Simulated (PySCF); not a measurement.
**C₄H₇P₂Si (charge −1): NMR shielding calculation**

- system: C₄H₇P₂Si, charge −1
- method: GIAO PBE0/pcSseg-1 NMR shielding, non-relativistic, gas phase (PySCF 2.14.0)

The geometry comes from this level: PBE0-D3(BJ)/def2-SVP. Figures and captions count atoms from 1; the log counts them from 0 in places.

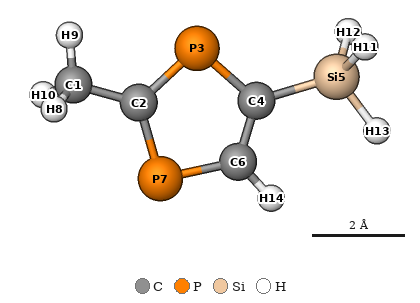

**Figure 1.** The input geometry (ball-and-stick view, seen at a tilt; atoms are numbered from 1 in the order of the input).

**Input**
```
{"job": {"kind": "nmr", "xc": "PBE0", "basis": "pcSseg-1"}, "charge": -1, "multiplicity": 1}
C      3.319229     0.142380     0.571168
C      1.860984    -0.231725     0.504864
P      0.625297     0.983027     0.333953
C     -0.734755    -0.148488     0.335506
Si    -2.483503     0.406890     0.195023
C     -0.386520    -1.500171     0.463134
P      1.312807    -1.898665     0.599083
H      3.912446    -0.346592    -0.222716
H      3.460827     1.230901     0.460132
H      3.782551    -0.149379     1.531349
H     -2.827440     1.149573    -1.073174
H     -2.957698     1.331952     1.289550
H     -3.425457    -0.769517     0.234063
H     -1.150155    -2.289811     0.476504
```

The first line tells a small driver script what to run in PySCF; the rest is the geometry in Å.

Machine: 1 CPU thread, shared host.

Run as:
```bash
OMP_NUM_THREADS=1 python <driver script> task.json out
```

**What the program printed**
```
coarse grid: 13560 points
cycle   1  E = -1128.1279650971  dE =  6.903e-01  |g| = 4.982e-01  |ddm| = 3.852e+00
cycle   2  E = -1128.0381733061  dE =  8.979e-02  |g| = 7.603e-01  |ddm| = 1.902e+00
cycle   3  E = -1128.2046483750  dE = -1.665e-01  |g| = 9.450e-02  |ddm| = 1.187e+00
cycle   4  E = -1128.2068969222  dE = -2.249e-03  |g| = 3.344e-02  |ddm| = 1.549e-01
cycle   5  E = -1128.2071562216  dE = -2.593e-04  |g| = 7.740e-03  |ddm| = 4.218e-02
cycle   6  E = -1128.2071600378  dE = -3.816e-06  |g| = 7.219e-03  |ddm| = 1.785e-02
cycle   7  E = -1128.2071749635  dE = -1.493e-05  |g| = 1.159e-03  |ddm| = 8.625e-03
cycle   8  E = -1128.2071752474  dE = -2.838e-07  |g| = 4.220e-04  |ddm| = 1.451e-03
final grid: 118216 points
cycle   9  E = -1128.2501081206  dE = -1.331e-05  |g| = 8.437e-03  |ddm| = 2.500e-02
cycle  10  E = -1128.2500739523  dE =  3.417e-05  |g| = 1.401e-02  |ddm| = 2.368e-02
cycle  11  E = -1128.2501273360  dE = -5.338e-05  |g| = 1.073e-03  |ddm| = 1.627e-02
cycle  12  E = -1128.2501276204  dE = -2.844e-07  |g| = 2.445e-04  |ddm| = 1.437e-03
cycle  13  E = -1128.2501276282  dE = -7.760e-09  |g| = 1.731e-04  |ddm| = 4.467e-04
cycle  14  E = -1128.2501276371  dE = -8.959e-09  |g| = 2.831e-05  |ddm| = 2.296e-04
cycle  15  E = -1128.2501276373  dE = -1.676e-10  |g| = 1.435e-05  |ddm| = 5.117e-05
```

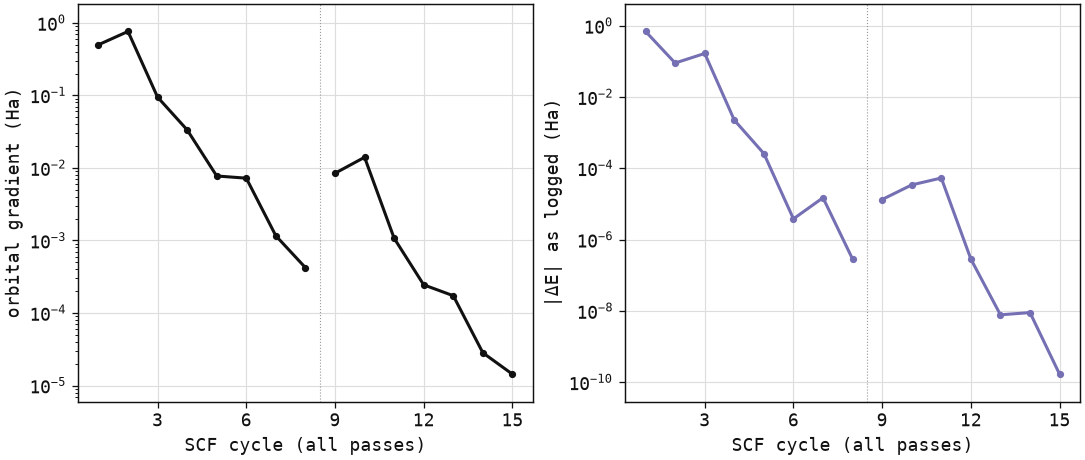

**Figure 2.** Convergence of the self-consistent field: orbital gradient and size of the energy change against the SCF cycle. The dotted line marks the change from a coarse to the final integration grid. The first 8 cycles use a coarse grid, the final grid takes over at cycle 9, and the field converges after 15 cycles in all.

```
converged SCF energy = -1128.2501276373

GIAO shielding tensors (ppm)
atom      isotropic    diamagn.    paramagn.     s11        s22        s33       span
  0 C      162.453     241.909     -79.455    147.224    155.705    184.431     37.207
  1 C       -9.332     269.593    -278.925   -184.908     13.166    143.745    328.653
  2 P      100.024     971.200    -871.176    -75.184     63.763    311.493    386.677
  3 C       53.487     262.453    -208.966    -45.964     51.919    154.506    200.470
  4 Si     428.602     879.942    -451.339    370.559    426.419    488.829    118.269
  5 C       18.844     257.013    -238.169   -107.460     44.148    119.844    227.303
  6 P      125.338     970.245    -844.906    -60.725     86.814    349.926    410.650
  7 H       28.298      27.991       0.307     23.293     27.167     34.434     11.140
  8 H       28.602      29.179      -0.577     23.325     28.985     33.495     10.170
  9 H       28.305      27.474       0.830     23.451     26.932     34.531     11.079
 10 H       26.506      28.954      -2.449     22.854     24.850     31.812      8.957
 11 H       26.505      28.752      -2.248     22.829     24.870     31.815      8.987
 12 H       26.881      29.392      -2.511     23.400     25.951     31.293      7.892
 13 H       23.089      32.691      -9.602     21.059     21.981     26.229      5.170
```

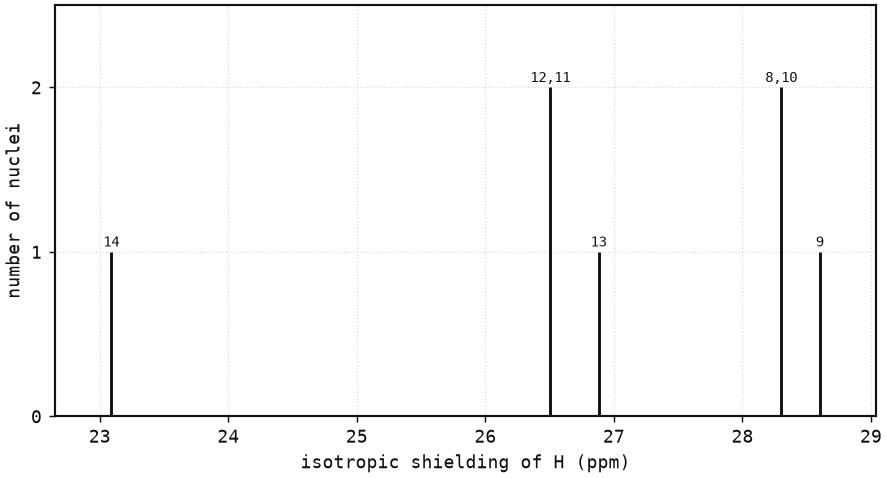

**Figure 3.** Isotropic shieldings of the hydrogen nuclei in this fixed geometry, labelled by atom number; shielding grows to the right, so chemical shift grows to the left. The least shielded is H14 (23.1 ppm), the most shielded H9 (28.6 ppm).

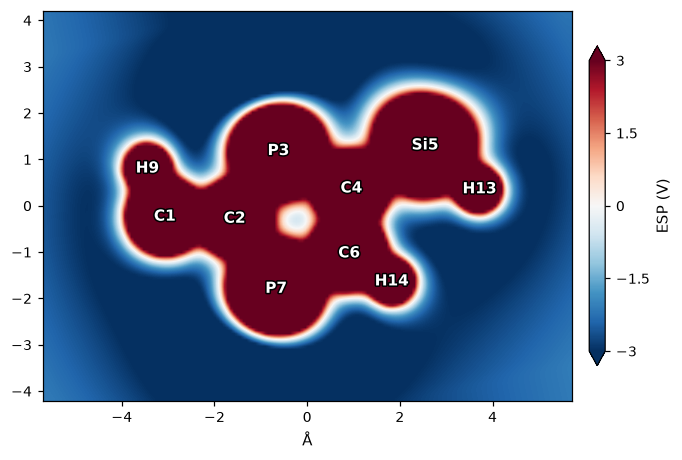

**Figure 4.** Electrostatic potential on the plane of atoms C2, P3 and C4.

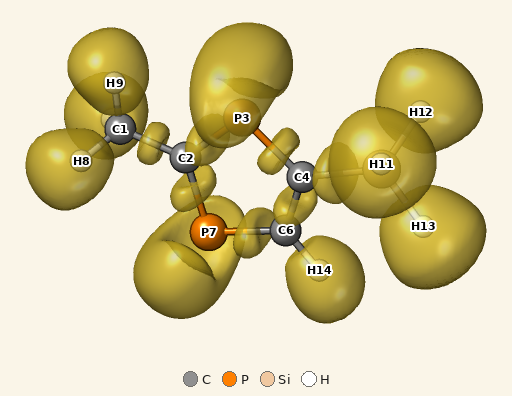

**Figure 5.** Isosurface of the ELF at 0.8 (yellow), seen at a tilt. Only the valence region is drawn (cores and ρ < 0.01 e/Å³ removed). Profiles from the grid: C–C (1.40 Å): the ELF peaks at about 0.95 between the atoms, which marks a covalent bond. C–P (1.74 Å): the ELF peaks at about 0.90 between the atoms (a shared electron pair).

**Key numbers**

| quantity | value |
| --- | --- |
| outcome | converged |
| total energy | −1128.250128 hartree |
| HOMO | −1.18 eV |
| LUMO | 3.93 eV |
| isotropic shielding, C | −9.3 to 162.5 ppm |
| isotropic shielding, P | 100.0 to 125.3 ppm |
| isotropic shielding, Si | 428.6 ppm |
| isotropic shielding, H | 23.1 to 28.6 ppm |
| wall time | 30 s |
| peak memory | 0.85 GiB |
